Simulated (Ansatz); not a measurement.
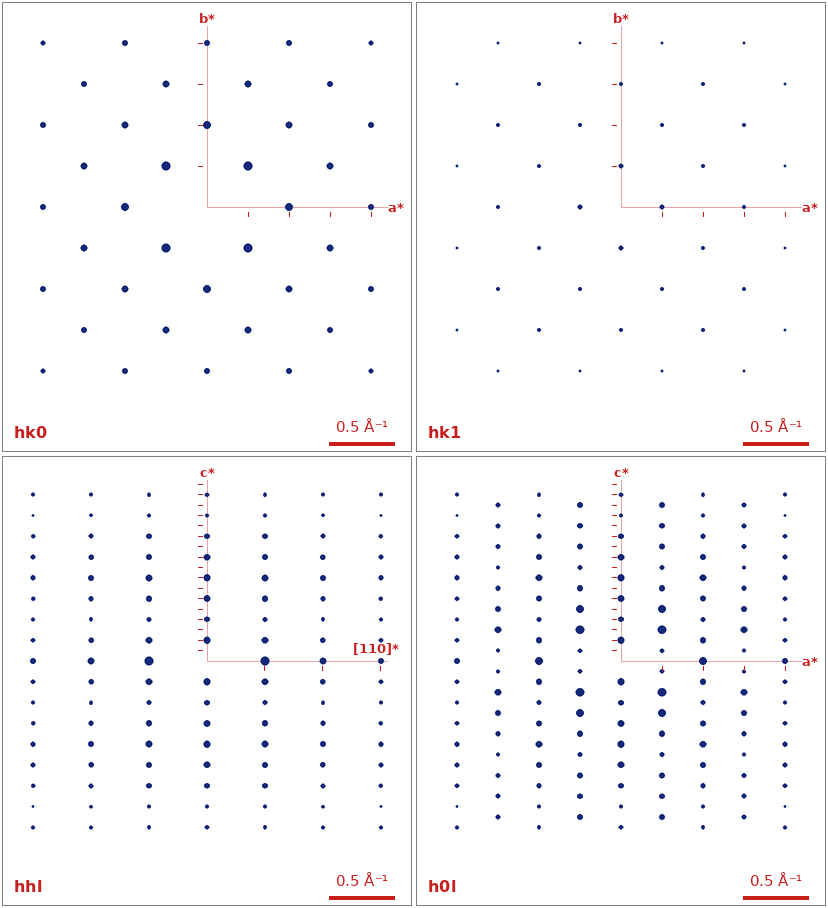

Four undistorted layers of reciprocal space, calculated for a single crystal (X-rays, kinematic |F|², B = 0.5 Å²). Tick marks count the reciprocal lattice steps of the conventional cell along each axis.

The compound is NaScCu. Structure: the end point of a relaxation with DFT LDA, scalar-relativistic, plane waves, PAW (Ansatz 0.2.0); the starting structure was generated, so it need not be a known form of this composition.

> What cell do the layers give?

a* = 0.317, b* = 0.317, c* = 0.080 Å⁻¹; the cell is tetragonal with a = 3.16 Å, c = 12.44 Å.

> Which reflection conditions do the layers show?

Reflections are present only under these conditions. hkl: h + k + l = 2n; hk0: h + k = 2n; h0l: h + l = 2n; hhl: l = 2n; h00: h = 2n; 00l: l = 2n. The lattice is body-centred (I).

> Which space groups fit?

The intensities have Laue symmetry 4/mmm (the hk0 layer shows 4mm, hk1 shows 4mm). With these conditions the candidates are I422 (No. 97), I4mm (No. 107), I-4m2 (No. 119), I-42m (No. 121), I4/mmm (No. 139). Diffraction geometry alone does not choose among them; the structure has I4mm.
